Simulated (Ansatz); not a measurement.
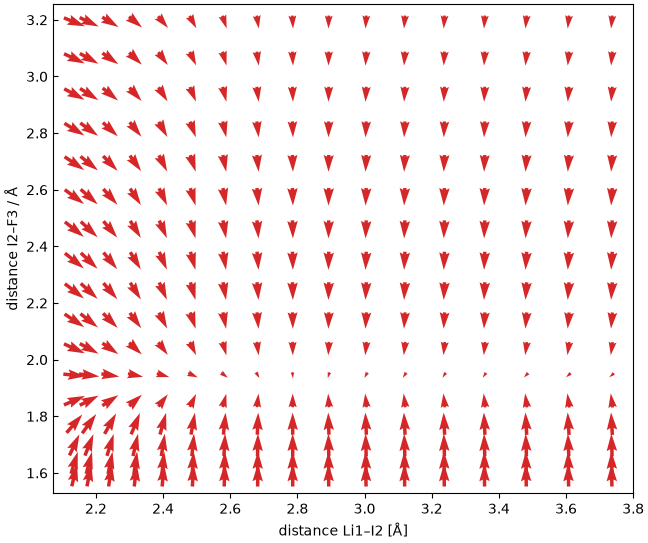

The system Li⁺ + IF. First axis: distance Li1–I2. Second axis: distance I2–F3. Nothing is relaxed (the angle Li1–I2–F3 is fixed at 100 degrees). Grid: 17 × 17 points. Points are written as (first, second). The reference is spin-restricted, so regions where a bond is pulled apart into radicals lie too high. All numbers below come from RKS PBE0-D4/def2-SVPD (Ansatz).

The picture shows arrows along the force (downhill), their lengths compressed.

> The arrows alone are given. Where is the energy lowest?

The arrows converge at about (2.800 Å, 1.927 Å) (read from the interpolated surface).

The energy map of the same scan:

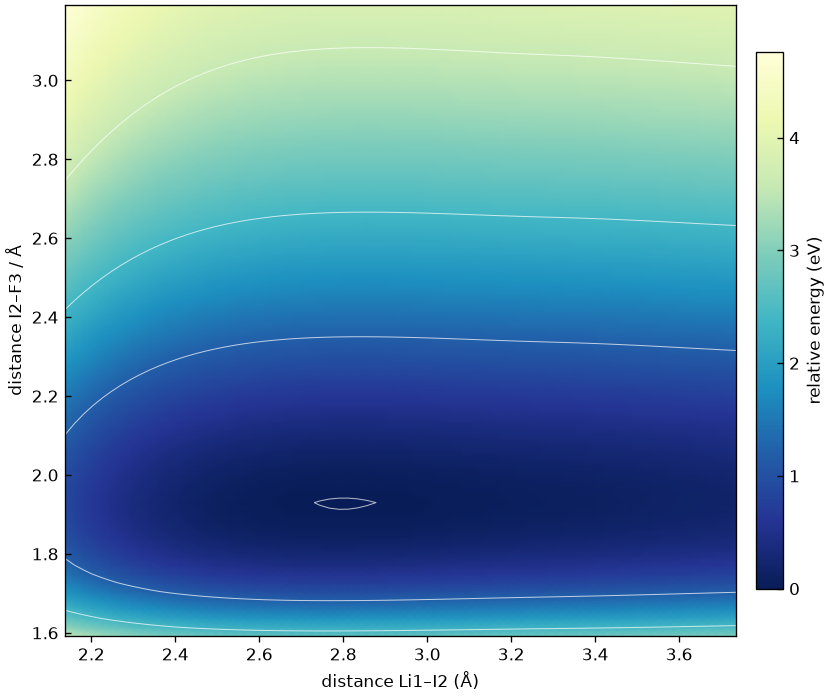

Energies are in eV, from the lowest grid point; between grid points the surface is interpolated.
